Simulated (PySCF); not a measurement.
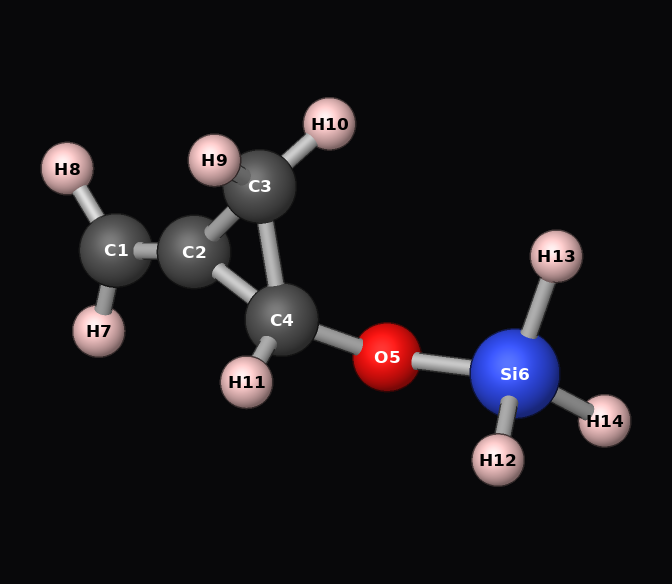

The geometry was computed by an optimisation with PBE0-D3(BJ)/def2-SVP. No frequency run is at hand to confirm it as a minimum. Method: GIAO PBE0/IGLO-III NMR shielding, non-relativistic, gas phase (PySCF 2.14.0). Principal shieldings σ11 ≤ σ22 ≤ σ33, span Ω = σ33 − σ11, skew κ = 3(σiso − σ22)/Ω.

Give the shielding tensors of the Si atoms.

| atom | σ11 | σ22 | σ33 | σiso | Ω | κ |
| --- | --- | --- | --- | --- | --- | --- |
| Si6 | 337.3 | 344.6 | 465.1 | 382.3 | 127.8 | 0.89 |

Shieldings and span in ppm.
